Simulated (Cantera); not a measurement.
Input: 1 mol Zr, 0.47 mol O2, 52 mol H2, held at 7.10 bar.

Cantera equilibrium calculation (NASA polynomials, part measured and part estimated; ideal gas, pure solids and liquids). Candidate condensed phases: H2O, Zr, ZrO2; 12 gas species. Mutual solubility and eutectic melting of coexisting phases are not modelled. Condensed phases not in the tables: N, O or C dissolved in the metal. The numbers say what is thermodynamically allowed, not how fast it happens.

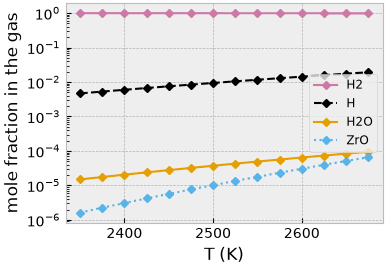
Fig. 1. Equilibrium gas composition (values under 1e-9 drawn at 1e-9)

From 2350 K to 2600 K the condensed part is Zr(l) + ZrO2(tetragonal). From 2625 K to 2675 K the condensed part is Zr(l) + ZrO2(s). The main Zr-bearing gas is ZrO throughout.
